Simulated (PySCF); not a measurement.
**Al₂H₄F₂: property calculation**

Al₂H₄F₂, SMILES [F+]1[AlH2-][F+][AlH2-]1, computed with HF/def2-SVP, RHF (PySCF 2.14.0).

The geometry comes from this level: GFN2-xTB.

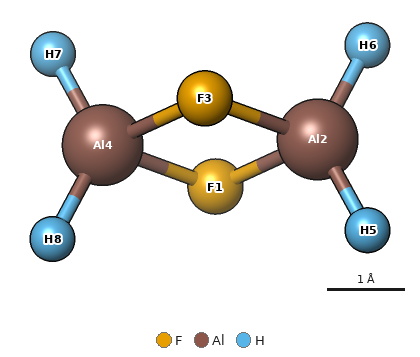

Figure 1. The structure (ball-and-stick view, seen at a tilt; atoms are numbered from 1 in the order of the input). Sticks mark near contacts.

The input (input.py):
```python
# [F+]1[AlH2-][F+][AlH2-]1
import numpy
from pyscf import gto, scf, lo

molecule = gto.M(
    atom='''
F     -1.342802     0.107374     1.759089
Al     0.211366     2.641554     0.021165
F      1.334468    -0.106259    -1.762453
Al    -0.212745    -2.639607    -0.019219
H     -1.748942     4.045960    -1.570627
H      2.391921     3.685419     1.600088
H      1.753760    -4.038194     1.568907
H     -2.387045    -3.696229    -1.596970
''',
    unit='bohr',
    verbose=4,
    max_memory=1860,
    charge=0,
    basis='def2-svp',
)

mf = molecule.RHF()
mf.conv_tol = 1e-10
mf.kernel()
if not mf.converged:
    mf = mf.newton().run(mf.mo_coeff, mf.mo_occ)

e_final = mf.e_tot
print(f'total energy: {e_final:.8f} hartree')
dip = mf.dip_moment()
pop, q = mf.mulliken_pop()
quad = mf.quad_moment()
occ = mf.mo_coeff[:, mf.mo_occ > 0]
iaos = lo.vec_lowdin(lo.iao.iao(molecule, occ), mf.get_ovlp())
c = iaos.T @ mf.get_ovlp() @ occ
pop_iao, q_iao = scf.hf.mulliken_pop(lo.iao.reference_mol(molecule), (c * mf.mo_occ[mf.mo_occ > 0]) @ c.T, numpy.eye(c.shape[0]), verbose=0)
print('IAO charges', numpy.round(q_iao, 4))
```

Run as:
```bash
OMP_NUM_THREADS=1 python input.py
```

Log:
```
PySCF version 2.14.0

[INPUT] num. atoms = 8
[INPUT] num. electrons = 48
[INPUT] charge = 0
[INPUT] spin (= nelec alpha-beta = 2S) = 0
[INPUT] symmetry False subgroup None
[INPUT] Mole.unit = bohr
[INPUT] Symbol           X                Y                Z      unit          X                Y                Z       unit  Magmom
[INPUT]  1 F     -0.710580217178   0.056819873845   0.930869810780 AA   -1.342802000000   0.107374000000   1.759089000000 Bohr   0.0
[INPUT]  2 Al     0.111850070363   1.397850178215   0.011200035669 AA    0.211366000000   2.641554000000   0.021165000000 Bohr   0.0
[INPUT]  3 F      0.706170054302  -0.056229841255  -0.932649962918 AA    1.334468000000  -0.106259000000  -1.762453000000 Bohr   0.0
[INPUT]  4 Al    -0.112579805737  -1.396819870185  -0.010170256817 AA   -0.212745000000  -2.639607000000  -0.019219000000 Bohr   0.0
[INPUT]  5 H     -0.925500249621   2.141029828294  -0.831140015256 AA   -1.748942000000   4.045960000000  -1.570627000000 Bohr   0.0
[INPUT]  6 H      1.265750083521   1.950239747492   0.846730105067 AA    2.391921000000   3.685419000000   1.600088000000 Bohr   0.0
[INPUT]  7 H      0.928049825423  -2.136920238074   0.830229830453 AA    1.753760000000  -4.038194000000   1.568907000000 Bohr   0.0
[INPUT]  8 H     -1.263169815441  -1.955960153142  -0.845080130523 AA   -2.387045000000  -3.696229000000  -1.596970000000 Bohr   0.0

nuclear repulsion = 225.896720049221
number of shells = 40
number of NR pGTOs = 148
number of NR cGTOs = 84
basis = def2-svp
ecp = {}

******** <class 'pyscf.scf.hf.RHF'> ********
method = RHF
initial guess = minao
damping factor = 0
level_shift factor = 0
DIIS = <class 'pyscf.scf.diis.CDIIS'>
diis_start_cycle = 1
diis_space = 8
diis_damp = 0
SCF conv_tol = 1e-10
SCF conv_tol_grad = None
SCF max_cycles = 50
direct_scf = True
direct_scf_tol = 1e-13
Set gradient conv threshold to 1e-05
Initial guess from minao.
init E= -684.675186876461
  HOMO = -0.346856968129121  LUMO = 0.0369627403454316  gap/eV = 10.44427
cycle= 1 E= -684.843509949581  delta_E= -0.168  |g|= 0.558  |ddm|= 2.39
  HOMO = -0.448197521066324  LUMO = 0.0907348799599004  gap/eV = 14.66510
cycle= 2 E= -684.903184481916  delta_E= -0.0597  |g|= 0.301  |ddm|= 0.577
  HOMO = -0.445712124391183  LUMO = 0.0910882626290732  gap/eV = 14.60708
cycle= 3 E= -684.918171447383  delta_E= -0.015  |g|= 0.0432  |ddm|=  0.2
  HOMO = -0.4427660959751  LUMO = 0.0948238813958047  gap/eV = 14.62857
cycle= 4 E= -684.91893142291  delta_E= -0.00076  |g|= 0.00446  |ddm|= 0.0784
  HOMO = -0.44338409983802  LUMO = 0.0944964252190239  gap/eV = 14.63647
cycle= 5 E= -684.918941129221  delta_E= -9.71e-06  |g|= 0.000673  |ddm|= 0.0102
  HOMO = -0.443472822170454  LUMO = 0.0944283475159655  gap/eV = 14.63704
cycle= 6 E= -684.918941382928  delta_E= -2.54e-07  |g|= 0.000139  |ddm|= 0.00161
  HOMO = -0.443478191814615  LUMO = 0.0944231565361973  gap/eV = 14.63704
cycle= 7 E= -684.918941393265  delta_E= -1.03e-08  |g|= 2.74e-05  |ddm|= 0.000252
  HOMO = -0.443477453724183  LUMO = 0.0944232177247084  gap/eV = 14.63702
cycle= 8 E= -684.918941393679  delta_E= -4.13e-10  |g|= 4.43e-06  |ddm|= 4.97e-05
  HOMO = -0.443477544265034  LUMO = 0.0944230268783408  gap/eV = 14.63702
cycle= 9 E= -684.918941393686  delta_E= -6.82e-12  |g|= 1.46e-06  |ddm|= 7.63e-06
  HOMO = -0.443477553507097  LUMO = 0.0944230190208275  gap/eV = 14.63702
Extra cycle  E= -684.91894139369  delta_E= -4.21e-12  |g|= 9.07e-07  |ddm|= 1.38e-06
converged SCF energy = -684.91894139369
total energy: -684.91894139 hartree
Dipole moment(X, Y, Z, Debye): -0.00505,  0.01145,  0.00830
 ** Mulliken pop  **
pop of  0 F 1s            1.99128
pop of  0 F 2s            1.10008
pop of  0 F 3s            0.85039
pop of  0 F 2px           1.14372
pop of  0 F 2py           1.07269
pop of  0 F 2pz           1.13506
pop of  0 F 3px           0.77328
pop of  0 F 3py           0.73123
pop of  0 F 3pz           0.76793
pop of  0 F 3dxy          0.00050
pop of  0 F 3dyz          0.00078
pop of  0 F 3dz^2         0.00051
pop of  0 F 3dxz          0.00065
pop of  0 F 3dx2-y2       0.00025
pop of  1 Al 1s           1.99944
pop of  1 Al 2s           1.99154
pop of  1 Al 3s           0.72145
pop of  1 Al 4s           0.01840
pop of  1 Al 2px          1.98153
pop of  1 Al 2py          1.97871
pop of  1 Al 2pz          1.97952
pop of  1 Al 3px          0.30009
pop of  1 Al 3py          0.20963
pop of  1 Al 3pz          0.21469
pop of  1 Al 4px          0.13887
pop of  1 Al 4py          0.06099
pop of  1 Al 4pz          0.08910
pop of  1 Al 3dxy         0.05854
pop of  1 Al 3dyz         0.05327
pop of  1 Al 3dz^2        0.01470
pop of  1 Al 3dxz         0.05404
pop of  1 Al 3dx2-y2      0.03094
pop of  2 F 1s            1.99128
pop of  2 F 2s            1.10008
pop of  2 F 3s            0.85039
pop of  2 F 2px           1.14390
pop of  2 F 2py           1.07275
pop of  2 F 2pz           1.13482
pop of  2 F 3px           0.77335
pop of  2 F 3py           0.73121
pop of  2 F 3pz           0.76786
pop of  2 F 3dxy          0.00049
pop of  2 F 3dyz          0.00079
pop of  2 F 3dz^2         0.00051
pop of  2 F 3dxz          0.00065
pop of  2 F 3dx2-y2       0.00025
pop of  3 Al 1s           1.99944
pop of  3 Al 2s           1.99154
pop of  3 Al 3s           0.72105
pop of  3 Al 4s           0.01849
pop of  3 Al 2px          1.98154
pop of  3 Al 2py          1.97872
pop of  3 Al 2pz          1.97952
pop of  3 Al 3px          0.30025
pop of  3 Al 3py          0.20983
pop of  3 Al 3pz          0.21452
pop of  3 Al 4px          0.13896
pop of  3 Al 4py          0.06092
pop of  3 Al 4pz          0.08896
pop of  3 Al 3dxy         0.05879
pop of  3 Al 3dyz         0.05333
pop of  3 Al 3dz^2        0.01473
pop of  3 Al 3dxz         0.05399
pop of  3 Al 3dx2-y2      0.03085
pop of  4 H 1s            0.73702
pop of  4 H 2s            0.52386
pop of  4 H 2px           0.00332
pop of  4 H 2py           0.00171
pop of  4 H 2pz           0.00219
pop of  5 H 1s            0.73732
pop of  5 H 2s            0.52330
pop of  5 H 2px           0.00409
pop of  5 H 2py           0.00099
pop of  5 H 2pz           0.00215
pop of  6 H 1s            0.73719
pop of  6 H 2s            0.52399
pop of  6 H 2px           0.00334
pop of  6 H 2py           0.00170
pop of  6 H 2pz           0.00218
pop of  7 H 1s            0.73749
pop of  7 H 2s            0.52330
pop of  7 H 2px           0.00407
pop of  7 H 2py           0.00102
pop of  7 H 2pz           0.00215
 ** Mulliken atomic charges  **
charge of    0F =     -0.56835
charge of    1Al =      1.10453
charge of    2F =     -0.56833
charge of    3Al =      1.10456
charge of    4H =     -0.26810
charge of    5H =     -0.26787
charge of    6H =     -0.26840
charge of    7H =     -0.26803
Traceless quadrupole moment (Debye*A):

IAO charges [-0.5649  1.1087 -0.565   1.1089 -0.2717 -0.2718 -0.272  -0.2721]
```

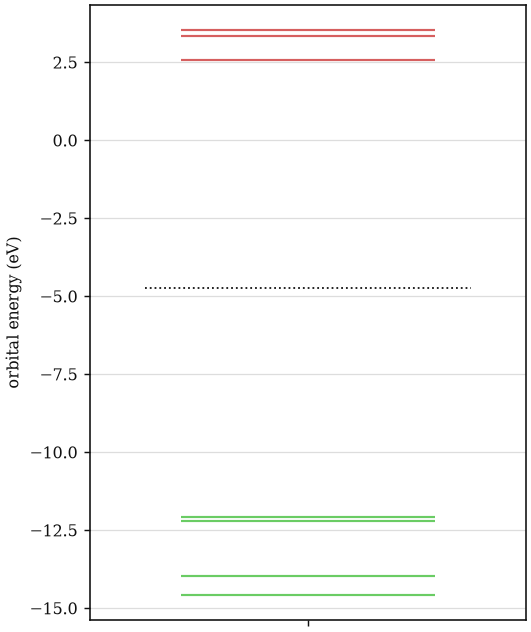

Figure 2. Orbital energies near the frontier; the dotted line parts filled from empty levels, and levels within 0.02 eV of each other stand side by side. Highest filled −12.07 eV, lowest empty 2.57 eV, 14.64 eV apart.

Summary:

```tsv
quantity	value
outcome	converged
total energy	−684.918941 hartree
basis functions	84
HOMO	−12.07 eV
LUMO	2.57 eV
dipole moment	0.02 D
hardware	1 thread of Arm Neoverse N1, 24 GiB of memory available, shared host
wall time	2 s
peak memory	0.17 GiB
```
